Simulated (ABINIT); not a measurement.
**AlN (F-43m): a self-consistent loop beyond G0W0, cycle by cycle**

Wanted: G0W0 and self-consistent gaps of AlN (F-43m), with the cost of the cycles.

Program: ABINIT 10.8.3. Level of theory: PBE and many-body steps on it, plane waves. Results are calculated unless marked as measured.

### 1. Set-up

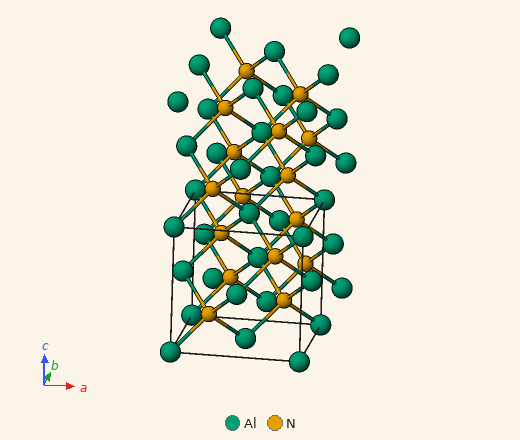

Start, viewed slightly off an axis; aluminium teal, nitrogen orange. 1×2×2 cells are drawn. This picture shows the conventional cell, with its axes. Bonds to atoms that aren't drawn are left out. Some periodic images of atoms are drawn too.

The cell and positions are those that the Materials Project relaxed with its own functionals (PBE, PBE+U or r2SCAN), kept fixed. This is not the form that AlN usually takes at ambient conditions.

### 2. Empty states on the mesh, 6×6×6 mesh, 33 bands

This step: ABINIT 10.8.3; DFT, PBE, plane waves, norm-conserving pseudopotentials.

The sums over transitions need many empty states on a uniform mesh; this step solves for them.

Contents of run.abi:

```
acell 3*1.0 Angstrom
rprim 
  -0.000000000000 2.183993559600 2.183993559600
  2.183993559600 -0.000000000000 2.183993559600
  2.183993559600 2.183993559600 -0.000000000000
ntypat 2
znucl 13 7
natom 2
typat 1 2
xred 
  0.000000000000 0.000000000000 0.000000000000
  0.750000000000 0.750000000000 0.750000000000
pp_dirpath "pseudos"
pseudos "Al.upf, N.upf"
ecut 36
ngkpt 6 6 6
nshiftk 1
shiftk 0 0 0
kptopt 1
chksymbreak 0
iscf -2
irdden 1
istwfk *1
nband 33
nbdbuf 4
tolwfr 1e-09
nstep 60
prtvol 0
indata_prefix "in"
outdata_prefix "out"
tmpdata_prefix "tmp"
```

On the command line:

```sh
OMP_NUM_THREADS=1 mpirun -n 4 abinit run.abi > log
```

Numbers of over 12 decimals in the logs are rounded to 6 here.

Output:

```text
.Version 10.8.3 of ABINIT. v10.8.2 released Aug 2026.

 Symmetries : space group F-4 3 m (#216); Bravais cF (face-center cubic)
[... echo of the input left out ...]
== DATASET  1 ==================================================================
-   mpi_nproc: 4, omp_nthreads: 1 (-1 if OMP is not activated)

--- !DatasetInfo
iteration_state: {dtset: 1, }
dimensions: {natom: 2, nkpt: 16, mband: 33, nsppol: 1, nspinor: 1, nspden: 1, mpw: 1464, }
cutoff_energies: {ecut:  36.0, pawecutdg:  -1.0, }
[...]
1.45884    1.45884    1.83537    1.83537    1.83537    1.89660    1.89660    2.04268
   2.04268    2.04268    2.38311    2.48280    2.48280    2.48280    2.60344    2.60441
   2.62523
 prteigrs : prtvol=0 or 1, do not print more k-points.

== END DATASET(S) ==============================================================
================================================================================

 -outvars: echo values of variables after computation  --------
            nband          33
             nkpt          16
          spgroup         216
 [... the other variables as echoed above ...]

 Calculation completed.
```

Run time: 6.4 s. Hardware: 4 MPI ranks of Arm Neoverse N1, shared host; peak memory 0.24 GiB.

Numbers from this step:

```yaml
gap: 3.325 eV
k_of_the_valence_top: 0, 0, 0
k_of_the_conduction_bottom: 0.5, 0.5, 0
least_direct_gap: 4.192 eV
k_points_computed: 16
lowest_point_of_the_top_converged_band_above_the_valence_top: 53.0189 eV
```

On this mesh the gap is 3.325 eV.

The density comes from a self-consistent run that is not shown.

### 3. Screening, 6×6×6 mesh, 29 bands, screening to 130.6 eV

The RPA dielectric matrix is built and inverted for each q.

This step: RPA screening on PBE, plane waves, norm-conserving pseudopotentials.

Changes to run.abi since step 2:

```diff
@@ -20,10 +20,11 @@
 chksymbreak 0
-iscf -2
-irdden 1
 istwfk *1
-nband 33
-nbdbuf 4
-tolwfr 1e-09
-nstep 60
-prtvol 0
+occopt 1
+irdwfk 1
+optdriver 3
+nband 29
+ecuteps 4.8
+inclvkb 2
+awtr 1
+symchi 1
 indata_prefix "in"
```

Output:

```text
.Version 10.8.3 of ABINIT. v10.8.2 released Aug 2026.

 Symmetries : space group F-4 3 m (#216); Bravais cF (face-center cubic)
[... echo of the input left out ...]
== DATASET  1 ==================================================================
-   mpi_nproc: 4, omp_nthreads: 1 (-1 if OMP is not activated)

--- !DatasetInfo
iteration_state: {dtset: 1, }
dimensions: {natom: 2, nkpt: 16, mband: 29, nsppol: 1, nspinor: 1, nspden: 1, mpw: 1464, }
cutoff_energies: {ecut:  36.0, pawecutdg:  -1.0, }
electrons: {nelect:   8.00000000E+00, charge:   0.00000000E+00, occopt:   1.00000000E+00, tsmear:   1.00000000E-02, }

 SCREENING: Calculation of the susceptibility and dielectric matrices

 Based on a program developped by R.W. Godby, V. Olevano, G. Onida, and L. Reining.
 Incorporated in ABINIT by V. Olevano, G.-M. Rignanese, and M. Torrent.
.Using double precision arithmetic ; gwpc =  8

[... cell and pseudopotentials left out ...]
--------------------------------------------------------------------------------

 ==== K-mesh for the wavefunctions ====
 Number of points in the irreducible wedge :    16
[... list of points left out ...]
 Together with 24 symmetry operations and time-reversal symmetry
 yields   216 points in the full Brillouin Zone.

 ==== Q-mesh for the screening function ====
 Number of points in the irreducible wedge :    16
[... list of points left out ...]
 Together with 24 symmetry operations and time-reversal symmetry
 yields   216 points in the full Brillouin Zone.

 setmesh: FFT mesh size selected  =    24x   24x   24
          total number of points  =        13824

 vcoul_init : cutoff-mode = AUXILIARY_FUNCTION
 q-points for optical limit:   1
     1)      0.000010    0.000020    0.000030

- screening: taking advantage of time-reversal symmetry
- Maximum band index for partially occupied states nbvw = 4
- Remaining bands to be divided among processors   nbcw = 25
- Number of bands treated by each node ~6

 Number of electrons calculated from density =    8.0000; Expected =    8.0000
 average of density, n =  0.056900
 r_s =    1.6129
 omega_plasma =   23.0097 [eV]

 calculating chi0 at frequencies [eV] :
  1    0.000000E+00    0.000000E+00
  2    0.000000E+00    2.300966E+01

--------------------------------------------------------------------------------
  q-point number  1        q = ( 0.000000, 0.000000, 0.000000) [r.l.u.]
--------------------------------------------------------------------------------
[... chi0 elements left out ...]
 For q-point:  0.000010 0.000020 0.000030
  dielectric constant =   4.3588
  dielectric constant without local fields =   4.7831

  Average fulfillment of the sum rule on Im[epsilon] for q-point    1 :     55.30  [%]
[... wings left out ...]
  q-point number  2        q = ( 0.166667, 0.000000, 0.000000) [r.l.u.]
--------------------------------------------------------------------------------
[... chi0 elements left out ...]
  Average fulfillment of the sum rule on Im[epsilon] for q-point    2 :     82.16  [%]

 [... 14 further q-points ...]
```

Wall time 19 s (4 MPI ranks); peak memory 0.45 GiB.

Numbers from this step:

```yaml
eps_infinity_with_local_fields_on_this_mesh_along_the_program_s_q_direction: 4.359
the_same_without_local_fields: 4.783
plasma_frequency: 23.01 eV
plane_waves_in_the_screening_matrix: 65
```

Local fields lower ε∞ by 9 %.

### 4. G0W0

The self-energy is evaluated for the states that the input lists, and the levels follow from it, in one-shot runs by the linearised quasiparticle equation.

This step: G0W0 on PBE, plane waves, norm-conserving pseudopotentials.

Changes to run.abi since step 3:

```diff
@@ -23,8 +23,17 @@
 irdwfk 1
-optdriver 3
+optdriver 4
 nband 29
+gwcalctyp 0
+ecutsigx 36
+symsigma 1
+nkptgw 2
+kptgw 
+  0.0000000000 0.0000000000 0.0000000000
+  0.5000000000 0.5000000000 0.0000000000
+bdgw 
+  2 8
+  3 6
 ecuteps 4.8
-inclvkb 2
-awtr 1
-symchi 1
+irdscr 1
+ppmodel 1
 indata_prefix "in"
```

Output:

```text
.Version 10.8.3 of ABINIT. v10.8.2 released Aug 2026.

 Symmetries : space group F-4 3 m (#216); Bravais cF (face-center cubic)
[... echo of the input left out ...]
== DATASET  1 ==================================================================
-   mpi_nproc: 4, omp_nthreads: 1 (-1 if OMP is not activated)

--- !DatasetInfo
iteration_state: {dtset: 1, }
dimensions: {natom: 2, nkpt: 16, mband: 29, nsppol: 1, nspinor: 1, nspden: 1, mpw: 1464, }
cutoff_energies: {ecut:  36.0, pawecutdg:  -1.0, }
electrons: {nelect:   8.00000000E+00, charge:   0.00000000E+00, occopt:   1.00000000E+00, tsmear:   1.00000000E-02, }

 SIGMA: Calculation of the GW corrections

 Based on a program developped by R.W. Godby, V. Olevano, G. Onida, and L. Reining.
 Incorporated in ABINIT by V. Olevano, G.-M. Rignanese, and M. Torrent.
.Using double precision arithmetic ; gwpc =  8

[... cell and pseudopotentials left out ...]
--------------------------------------------------------------------------------

 ==== K-mesh for the wavefunctions ====
 Number of points in the irreducible wedge :    16
[... list of points left out ...]
 Together with 24 symmetry operations and time-reversal symmetry
 yields   216 points in the full Brillouin Zone.

 ==== Q-mesh for screening function ====
 Number of points in the irreducible wedge :    16
[... list of points left out ...]
 Together with 24 symmetry operations and time-reversal symmetry
 yields   216 points in the full Brillouin Zone.

 vcoul_init : cutoff-mode = AUXILIARY_FUNCTION
 q-points for optical limit:   1
     1)      0.000010    0.000020    0.000030
 setmesh: FFT mesh size selected  =    32x   32x   32
          total number of points  =        32768

 Number of electrons calculated from density =    8.0000; Expected =    8.0000
 average of density, n =  0.056900
 r_s =    1.6129
 omega_plasma =   23.0097 [eV]

 === KS Band Gaps ===
  >>>> For spin  1
   Minimum direct gap =   4.1921 [eV], located at k-point      :   0.0000  0.0000  0.0000
   Fundamental gap    =   3.3248 [eV], Top of valence bands at :   0.0000  0.0000  0.0000
                                       Bottom of conduction at :   0.5000  0.5000  0.0000
 SIGMA fundamental parameters:
 PLASMON POLE MODEL  1
 number of plane-waves for SigmaX                 1459
 number of plane-waves for SigmaC and W             65
 number of plane-waves for wavefunctions          1459
 number of bands                                    29
 number of independent spin polarizations            1
 number of spinorial components                      1
 number of k-points in IBZ                          16
 number of q-points in IBZ                          16
 number of symmetry operations                      24
 number of k-points in BZ                          216
 number of q-points in BZ                          216
 number of frequencies for dSigma/dE                 9
 frequency step for dSigma/dE [eV]                0.25
 number of omega for Sigma on real axis              0
 max omega for Sigma on real axis  [eV]           0.00
 zcut for avoiding poles [eV]                     0.10

 EPSILON^-1 parameters (SCR file):
 dimension of the eps^-1 matrix on file             65
 dimension of the eps^-1 matrix used                65
 number of plane-waves for wavefunctions          1459
 number of bands                                    29
 number of q-points in IBZ                          16
 number of frequencies                               2
 number of real frequencies                          1
 number of imag frequencies                          1

 matrix elements of self-energy operator (all in [eV])

 Perturbative Calculation

--- !SelfEnergy_ee
iteration_state: {dtset: 1, }
kpoint     : [   0.000,    0.000,    0.000, ]
spin       : 1
KS_gap     :    4.192
QP_gap     :    5.442
Delta_QP_KS:    1.249
data: !SigmaeeData |
     Band     E0 <VxcDFT>   SigX SigC(E0)      Z dSigC/dE  Sig(E)    E-E0       E
        2   5.159 -16.959 -20.996   3.530   0.791  -0.264 -17.360  -0.401   4.758
        3   5.159 -16.959 -20.996   3.530   0.791  -0.264 -17.360  -0.401   4.758
        4   5.159 -16.959 -20.996   3.530   0.791  -0.264 -17.360  -0.401   4.758
        5   9.351 -12.531  -8.056  -3.440   0.820  -0.220 -11.683   0.849  10.199
        6  17.748  -9.892  -4.092  -4.672   0.816  -0.225  -8.971   0.920  18.668
        7  17.748  -9.892  -4.092  -4.672   0.816  -0.225  -8.971   0.920  18.668
        8  17.748  -9.892  -4.092  -4.672   0.816  -0.225  -8.971   0.920  18.668

--- !SelfEnergy_ee
iteration_state: {dtset: 1, }
kpoint     : [   0.500,    0.500,    0.000, ]
spin       : 1
KS_gap     :    5.100
QP_gap     :    6.412
Delta_QP_KS:    1.312
data: !SigmaeeData |
     Band     E0 <VxcDFT>   SigX SigC(E0)      Z dSigC/dE  Sig(E)    E-E0       E
        3   3.383 -15.432 -20.146   3.746   0.787  -0.271 -16.193  -0.762   2.621
        4   3.383 -15.432 -20.146   3.746   0.787  -0.271 -16.193  -0.762   2.621
        5   8.483  -9.206  -5.016  -3.532   0.837  -0.195  -8.655   0.550   9.034
        6  13.810  -9.461  -4.383  -4.062   0.839  -0.192  -8.608   0.853  14.663

== END DATASET(S) ==============================================================
================================================================================

 -outvars: echo values of variables after computation  --------
           etotal      0.0000000000E+00
            nband          29
             nkpt          16
          spgroup         216
 [... the other variables as echoed above ...]

 Calculation completed.
```

It took 4.4 s on 4 MPI ranks; peak memory 0.44 GiB; 17 s of CPU time.

This step gave:

```
G0W0 gap on the points computed              : 4.276 eV
starting gap on the mesh                     : 3.325 eV
k of the valence top                         : 0, 0, 0
k of the conduction bottom                   : 0.5, 0.5, 0
Z at the valence top                         : 0.791
Z at the conduction bottom                   : 0.837
least direct G0W0 gap on the computed points : 5.441 eV
```

The gap on the mesh goes from 3.32 eV to 4.28 eV, a correction of +0.95 eV.

### 5. evGW0, cycle 1

This step: evGW0 on PBE, plane waves, norm-conserving pseudopotentials.

Changes to run.abi since step 4:

```diff
@@ -25,12 +25,40 @@
 nband 29
-gwcalctyp 0
+gwcalctyp 10
 ecutsigx 36
 symsigma 1
-nkptgw 2
+nkptgw 16
 kptgw 
   0.0000000000 0.0000000000 0.0000000000
+  0.1666666667 0.0000000000 0.0000000000
+  0.3333333333 0.0000000000 0.0000000000
+  0.5000000000 0.0000000000 0.0000000000
+  0.1666666667 0.1666666667 0.0000000000
+  0.3333333333 0.1666666667 0.0000000000
+  0.5000000000 0.1666666667 0.0000000000
+  -0.3333333333 0.1666666667 0.0000000000
+  -0.1666666667 0.1666666667 0.0000000000
+  0.3333333333 0.3333333333 0.0000000000
+  0.5000000000 0.3333333333 0.0000000000
+  -0.3333333333 0.3333333333 0.0000000000
   0.5000000000 0.5000000000 0.0000000000
+  0.5000000000 0.3333333333 0.1666666667
+  -0.3333333333 0.3333333333 0.1666666667
+  -0.3333333333 0.5000000000 0.1666666667
 bdgw 
-  2 8
-  3 6
+  1 13
+  1 13
+  1 13
+  1 13
+  1 13
+  1 13
+  1 13
+  1 13
+  1 13
+  1 13
+  1 13
+  1 13
+  1 13
+  1 13
+  1 13
+  1 13
 ecuteps 4.8
```

Output:

```text
.Version 10.8.3 of ABINIT. v10.8.2 released Aug 2026.

 Symmetries : space group F-4 3 m (#216); Bravais cF (face-center cubic)
[... echo of the input left out ...]
== DATASET  1 ==================================================================
-   mpi_nproc: 4, omp_nthreads: 1 (-1 if OMP is not activated)

--- !DatasetInfo
iteration_state: {dtset: 1, }
dimensions: {natom: 2, nkpt: 16, mband: 29, nsppol: 1, nspinor: 1, nspden: 1, mpw: 1464, }
cutoff_energies: {ecut:  36.0, pawecutdg:  -1.0, }
electrons: {nelect:   8.00000000E+00, charge:   0.00000000E+00, occopt:   1.00000000E+00, tsmear:   1.00000000E-02, }

 SIGMA: Calculation of the GW corrections

 Based on a program developped by R.W. Godby, V. Olevano, G. Onida, and L. Reining.
 Incorporated in ABINIT by V. Olevano, G.-M. Rignanese, and M. Torrent.
.Using double precision arithmetic ; gwpc =  8

[... cell and pseudopotentials left out ...]
--------------------------------------------------------------------------------

 ==== K-mesh for the wavefunctions ====
 Number of points in the irreducible wedge :    16
[... list of points left out ...]
 Together with 24 symmetry operations and time-reversal symmetry
 yields   216 points in the full Brillouin Zone.

 ==== Q-mesh for screening function ====
 Number of points in the irreducible wedge :    16
[... list of points left out ...]
 Together with 24 symmetry operations and time-reversal symmetry
 yields   216 points in the full Brillouin Zone.

 vcoul_init : cutoff-mode = AUXILIARY_FUNCTION
 q-points for optical limit:   1
     1)      0.000010    0.000020    0.000030
 setmesh: FFT mesh size selected  =    32x   32x   32
          total number of points  =        32768

 Number of electrons calculated from density =    8.0000; Expected =    8.0000
[...]
QP_gap     :    9.898
Delta_QP_KS:    1.756
data: !SigmaeeData |
     Band     E_DFT   <VxcDFT>   E(N-1)  <Hhartree>   SigX  SigC[E(N-1)]    Z     dSigC/dE  Sig[E(N)]  DeltaE  E(N)_pert E(N)_diago
[...]
--- !SelfEnergy_ee
iteration_state: {dtset: 1, }
kpoint     : [  -0.333,    0.500,    0.167, ]
spin       : 1
KS_gap     :    7.756
QP_gap     :    9.527
Delta_QP_KS:    1.771
data: !SigmaeeData |
     Band     E_DFT   <VxcDFT>   E(N-1)  <Hhartree>   SigX  SigC[E(N-1)]    Z     dSigC/dE  Sig[E(N)]  DeltaE  E(N)_pert E(N)_diago
[...]
12    30.888   -12.156    30.888    43.044    -4.218    -6.526     0.674    -0.484   -11.204     0.952    31.840    32.301
       13    33.215   -10.583    33.215    43.798    -2.636    -7.272     0.684    -0.463   -10.122     0.461    33.676    33.890

 New Fermi energy :        2.534391E-01 Ha ,    6.896429E+00 eV
 New Exchange energy :    -3.140269E+00 Ha ,   -8.545106E+01 eV

 === QP Band Gaps ===
  >>>> For spin  1
   Minimum direct gap =   5.7342 [eV], located at k-point      :   0.0000  0.0000  0.0000
   Fundamental gap    =   4.4892 [eV], Top of valence bands at :   0.0000  0.0000  0.0000
                                       Bottom of conduction at :   0.5000  0.5000  0.0000

 writing QP data on file : out_QPS

 Convergence of QP corrections
 >>>>> For spin  1 <<<<<
.  kptgw no:  1; Maximum DeltaE = (   1.288   0.000) for band index:  9
.  kptgw no:  2; Maximum DeltaE = (   1.068   0.001) for band index:  9
.  kptgw no:  3; Maximum DeltaE = (   1.319   0.000) for band index:  6
[...]
.  kptgw no: 15; Maximum DeltaE = (   1.498   0.000) for band index:  7
.  kptgw no: 16; Maximum DeltaE = (   1.696   0.000) for band index:  8

== END DATASET(S) ==============================================================
================================================================================

 -outvars: echo values of variables after computation  --------
           etotal      0.0000000000E+00
            nband          29
             nkpt          16
          spgroup         216
 [... the other variables as echoed above ...]

 Calculation completed.
```

The job ended after 90 s (4 MPI ranks; peak memory 0.84 GiB).

Numbers from this step:

```yaml
quasiparticle_gap_on_the_mesh: 4.489 eV
gap_of_the_density_functional_on_the_mesh: 3.325 eV
k_of_the_valence_top: 0, 0, 0
k_of_the_conduction_bottom: 0.5, 0.5, 0
z_at_the_valence_top: 0.791
z_at_the_conduction_bottom: 0.837
least_direct_quasiparticle_gap_on_the_computed_points: 5.734 eV
```

Against G0W0 in ABINIT (6×6×6 mesh, 29 bands, screening to 130.6 eV, Godby-Needs plasmon pole), the gap moves by +0.213 eV. This first cycle still uses the starting levels; it takes the full correction, at all points of the mesh, and its linearised value is 4.276 eV.

### 6. evGW0, cycle 2

The corrected levels of the last cycle go back in.

Changes to run.abi since step 5:

```diff
@@ -66,2 +66,3 @@
 ppmodel 1
+irdqps 1
 indata_prefix "in"
```

Output:

```text
.Version 10.8.3 of ABINIT. v10.8.2 released Aug 2026.

 Symmetries : space group F-4 3 m (#216); Bravais cF (face-center cubic)
[... echo of the input left out ...]
== DATASET  1 ==================================================================
-   mpi_nproc: 4, omp_nthreads: 1 (-1 if OMP is not activated)

--- !DatasetInfo
iteration_state: {dtset: 1, }
dimensions: {natom: 2, nkpt: 16, mband: 29, nsppol: 1, nspinor: 1, nspden: 1, mpw: 1464, }
cutoff_energies: {ecut:  36.0, pawecutdg:  -1.0, }
[...]
.  kptgw no:  3; Maximum DeltaE = (   0.115   0.002) for band index:  2
[...]
.  kptgw no: 15; Maximum DeltaE = (  -0.129   0.000) for band index:  7
.  kptgw no: 16; Maximum DeltaE = (  -0.174  -0.000) for band index:  8

== END DATASET(S) ==============================================================
================================================================================

 -outvars: echo values of variables after computation  --------
           etotal      0.0000000000E+00
            nband          29
             nkpt          16
          spgroup         216
 [... the other variables as echoed above ...]

 Calculation completed.
```

The job ended after 90 s (4 MPI ranks; peak memory 0.84 GiB; 6 min of CPU time).

This step gave:

```yaml
quasiparticle_gap_on_the_mesh: 4.481 eV
gap_of_the_density_functional_on_the_mesh: 3.325 eV
k_of_the_valence_top: 0, 0, 0
k_of_the_conduction_bottom: 0.5, 0.5, 0
least_direct_quasiparticle_gap_on_the_computed_points: 5.672 eV
```

Against the cycle before, the gap moves by −0.008 eV.

(Continued in part 2 of 3.)

[Paths, hosts, dates, memory and timing lines, banners, echoed tables and standing remarks are left out of the program output.]

[Logs are printed without paths, hosts, clocks, repeated set-up lines and the standing remarks that a program may print on its own settings, such as how far it seeks lower states.]

[Runs of the session that timed out or met a known fault of the program may be left out.]

[Hosts, paths, dates, database ids (printed as entryN), source tags and the programs' standing remarks are cut or masked in the printed files.]

[G0W0 gaps are taken among the corrected bands and points alone; a level outside them can change the order at an edge.]

[Where Ansatz stands beside ABINIT at settings called matched, ABINIT's density can come from a denser mesh and the files from another edition; pairs whose starting gaps differed by over 0.03 eV were left out, so agreement reads better than it is.]
